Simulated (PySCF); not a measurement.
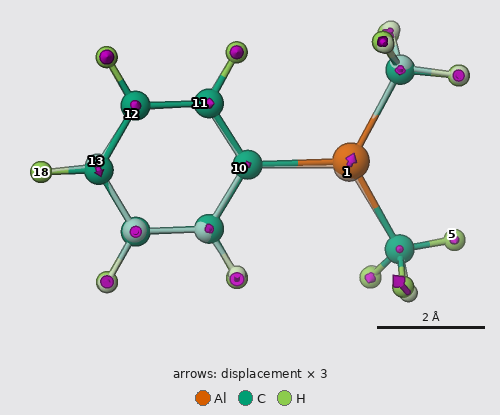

This is a relaxation of C₈H₁₁Al. The starting structure is drawn faded, the final one solid; purple arrows show the displacements, magnified 3 times. The two geometries are superimposed by the best rigid fit.

Style: ball-and-stick. Shown at a tilt.

The start comes from GFN2-xTB. Its atoms were then displaced at random by about 0.03 Å.

Method: PBE0-D3(BJ)/def2-SVP geometry optimisation, gas phase in PySCF 2.14.0, density-fitted response routines. 

> What did the optimiser do to the structure, and how much energy did it gain?

An H atom moves most after the best rigid fit: 0.20 Å. By element the largest moves are H 0.20 Å, Al 0.10 Å, C 0.09 Å. Some distances before and after: Al–C 2.111 → 1.960 Å, C–C 1.304 → 1.395 Å, C–H 1.032 → 1.095 Å, Al–C 1.913 → 1.961 Å. Bond angles that change, for instance: Al–C–H 118.3° → 110.6°, C–C–H 127.1° → 120.1°, C–C–H 124.2° → 118.6°. Over 9 geometry steps the energy falls by 75.3 kJ/mol.
